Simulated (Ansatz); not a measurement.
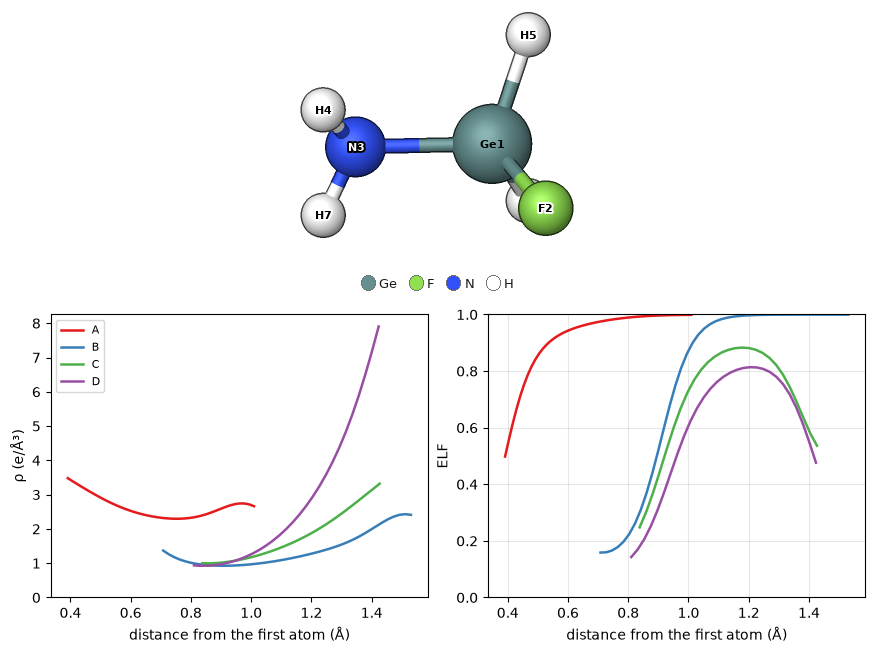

FGeH₄N. Total electron density and electron localisation function along straight lines between neighbouring atoms. The curves leave out the atomic cores. The structure is drawn too.

The reactant side of a reaction path; geometry: PBE0-D4/def2-TZVP.

Level of theory: RKS PBE0-D4/def2-TZVPP in Ansatz.

```yaml
atoms:
  - { symbol: Ge, position_ang: [-0.1489, -0.4240, 0.5184] }
  - { symbol: F, position_ang: [1.4825, -0.6870, 1.0993] }
  - { symbol: N, position_ang: [-0.1750, 0.6915, -0.9085] }
  - { symbol: H, position_ang: [0.2645, 0.3495, -1.7503] }
  - { symbol: H, position_ang: [-0.6479, -1.8056, 0.0895] }
  - { symbol: H, position_ang: [-0.8882, 0.2324, 1.6866] }
  - { symbol: H, position_ang: [0.1131, 1.6432, -0.7351] }
```

Which curve belongs to which contact (Ge–F, Ge–H, Ge–N and N–H)? The first atom named is at distance zero.

Answer. Curve A: N–H (1.01 Å): the density is about 2.9 e/Å³ at the midpoint; the ELF climbs to about 1 towards the hydrogen, as it does in any bond to H; a covalent bond by its length. Curve B: Ge–H (1.53 Å): ρ at the midpoint is about 1.1 e/Å³; the ELF climbs to about 1 towards the hydrogen. Curve C: Ge–N (1.81 Å): ρ is about 1 e/Å³ halfway; the ELF peaks at about 0.90 in the valence shell of N, 0.6 Å from its nucleus, and is about 0.45 at the midpoint. Curve D: Ge–F (1.75 Å): ρ at the midpoint is about 0.94 e/Å³; the ELF peaks at about 0.80 in the valence shell of F, 0.5 Å from its nucleus, and is about 0.25 at the midpoint.
